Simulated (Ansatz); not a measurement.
Be₂As₃P

```cif
data_structure
_symmetry_space_group_name_H-M 'P 1'
_symmetry_Int_Tables_number 1
_cell_length_a 5.3866
_cell_length_b 5.3866
_cell_length_c 12.7215
_cell_angle_alpha 90.000
_cell_angle_beta 90.000
_cell_angle_gamma 120.000
_cell_volume 319.67
loop_
_atom_site_label
_atom_site_type_symbol
_atom_site_fract_x
_atom_site_fract_y
_atom_site_fract_z
_atom_site_occupancy
Be1 Be 0.33333 0.66667 0.08069 1
Be2 Be 0.00000 0.00000 0.41402 1
Be3 Be 0.66667 0.33333 0.74735 1
Be4 Be 0.33333 0.66667 0.25265 1
Be5 Be 0.00000 0.00000 0.58598 1
Be6 Be 0.66667 0.33333 0.91931 1
As1 As 0.83333 0.66667 0.16667 1
As2 As 0.50000 0.00000 0.50000 1
As3 As 0.16667 0.33333 0.83333 1
As4 As 0.83333 0.16667 0.16667 1
As5 As 0.50000 0.50000 0.50000 1
As6 As 0.16667 0.83333 0.83333 1
As7 As 0.33333 0.16667 0.16667 1
As8 As 0.00000 0.50000 0.50000 1
As9 As 0.66667 0.83333 0.83333 1
P1 P 0.00000 0.00000 0.00000 1
P2 P 0.66667 0.33333 0.33333 1
P3 P 0.33333 0.66667 0.66667 1
```

Space group R-3m; a structure from a database of computed crystals, not necessarily the ambient phase; started from the Mg2Ni3P-166 prototype, which need not be the ambient phase.

All numbers below come from DFT, r2SCAN+rVV10, plane waves, PAW (Ansatz).

Core electrons are frozen (PAW), and the valence fields are smoothed inside the atomic spheres.

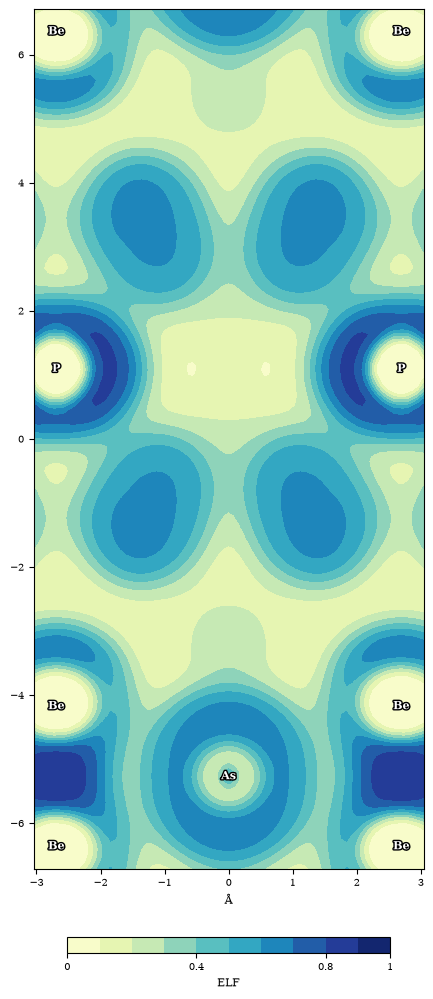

Figure 1. Electron localisation function on the (010) plane of the conventional cell.

Q: Describe what can be read from this map.

A:
- The plane passes through Be, As and P nuclei.
- Atoms just off the plane (As, 0.8 Å away) can leave unmarked features too.
- Be–Be (2.19 Å): the ELF peaks at about 0.90 between the atoms: a covalent bond.

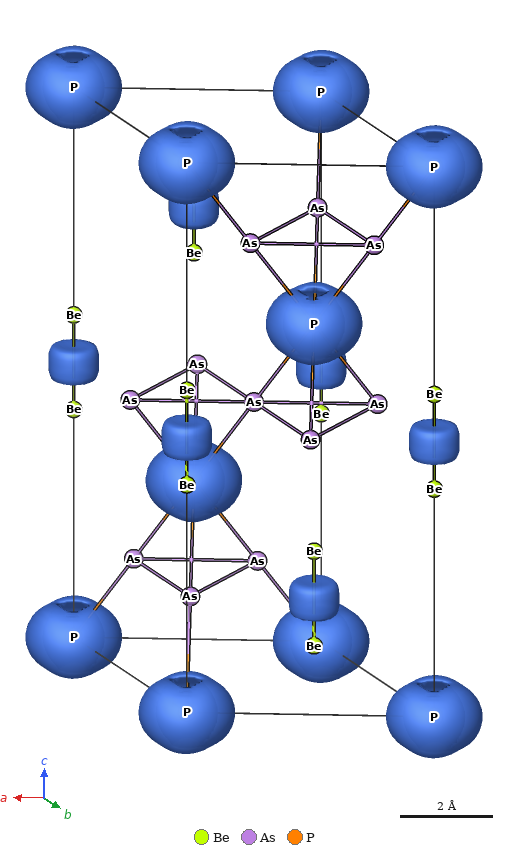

Figure 2. Isosurface of the electron localisation function at 0.75 (blue), seen at an oblique angle. Only the valence region is drawn (cores and ρ < 0.01 e/Å³ removed). Sticks mark near contacts.

Q: What do the ELF domains correspond to?

A: At this value the surface marks out three regions between bonded Be–Be atoms (shared pairs) and three regions wrapped around P (the valence shell of each), counted in one cell of 18 atoms. Regions shared between cells count once. Profiles from the grid: As–P (2.63 Å): the ELF peaks at about 0.80 in the valence shell of P, 0.8 Å from its nucleus, and drops to about 0.50 between the two atoms.
